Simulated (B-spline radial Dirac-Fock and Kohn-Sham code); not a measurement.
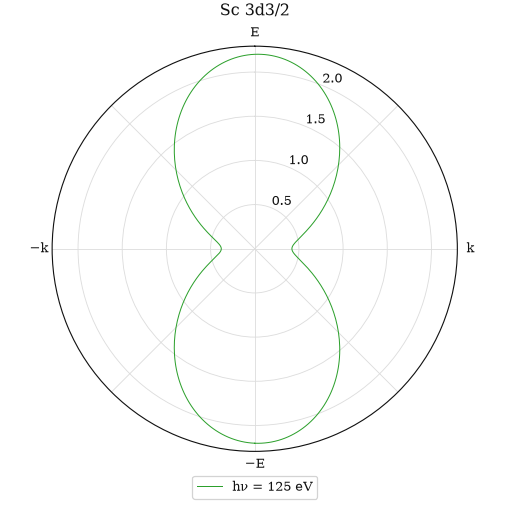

Angular distribution of photoelectrons from M4 (3d3/2) in the plane of the polarisation E (up) and the photon direction k (right), relative to an isotropic one. It refers to neutral Sc. Computed with a B-spline radial code: a Dirac–Hartree–Slater potential; 1 + βP₂(cos θ) + (δ + γ cos²θ) sin θ cos φ with E1 and E1–E2 terms. Open shells are averaged over j.

Q: Is the pattern at 125 eV symmetric between forward and backward?

A: No: 45° forward of E it is 1.1 times the value 45° backward, from the non-dipole terms.
